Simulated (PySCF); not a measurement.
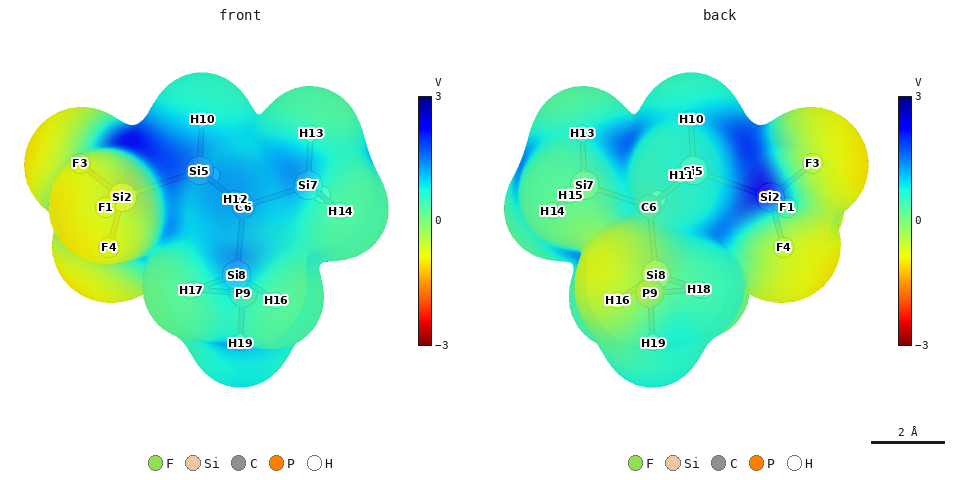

CH10F3PSi4 (SMILES F[Si](F)(F)[SiH2][C@H]([SiH3])[SiH2]P). The electrostatic potential painted on the density surface at 0.002 e/bohr³, seen from the front and from behind; the colour scale runs from red (negative) to blue (positive).

Geometry: GFN2-xTB.

These are results of PySCF 2.14.0, PBE0/pcSseg-1, SCF density, gas phase, non-relativistic, not measurements.

```json
{"atom": "F", "x (Å)": "-2.8017", "y (Å)": "-1.2476", "z (Å)": "1.6932"}
{"atom": "Si", "x (Å)": "-2.2116", "y (Å)": "-1.6409", "z (Å)": "0.2646"}
{"atom": "F", "x (Å)": "-3.4585", "y (Å)": "-2.3746", "z (Å)": "-0.4013"}
{"atom": "F", "x (Å)": "-1.2878", "y (Å)": "-2.8830", "z (Å)": "0.6526"}
{"atom": "Si", "x (Å)": "-1.2147", "y (Å)": "0.0038", "z (Å)": "-0.9541"}
{"atom": "C", "x (Å)": "-0.0663", "y (Å)": "1.0475", "z (Å)": "0.1443"}
{"atom": "Si", "x (Å)": "0.8018", "y (Å)": "2.4082", "z (Å)": "-0.8759"}
{"atom": "Si", "x (Å)": "1.1657", "y (Å)": "0.0024", "z (Å)": "1.1719"}
{"atom": "P", "x (Å)": "2.3144", "y (Å)": "-1.3094", "z (Å)": "-0.2356"}
{"atom": "H", "x (Å)": "-2.2521", "y (Å)": "0.8568", "z (Å)": "-1.5595"}
{"atom": "H", "x (Å)": "-0.4512", "y (Å)": "-0.6075", "z (Å)": "-2.0534"}
{"atom": "H", "x (Å)": "-0.6946", "y (Å)": "1.5629", "z (Å)": "0.8766"}
{"atom": "H", "x (Å)": "-0.2223", "y (Å)": "3.2187", "z (Å)": "-1.5407"}
{"atom": "H", "x (Å)": "1.5760", "y (Å)": "3.2639", "z (Å)": "0.0269"}
{"atom": "H", "x (Å)": "1.6755", "y (Å)": "1.7975", "z (Å)": "-1.8748"}
{"atom": "H", "x (Å)": "2.1275", "y (Å)": "0.8728", "z (Å)": "1.8639"}
{"atom": "H", "x (Å)": "0.4294", "y (Å)": "-0.7474", "z (Å)": "2.2021"}
{"atom": "H", "x (Å)": "1.4339", "y (Å)": "-2.3748", "z (Å)": "-0.1595"}
{"atom": "H", "x (Å)": "3.1266", "y (Å)": "-1.8403", "z (Å)": "0.7511"}
```

Question: Which sites attract a positive test charge, and which a negative one?

Answer: A positive charge is drawn to the negative regions and a negative charge to the positive ones. The most negative region (about −1.0 V) lies over F1, F3 and F4, the most positive (about +2.1 V) over Si2.
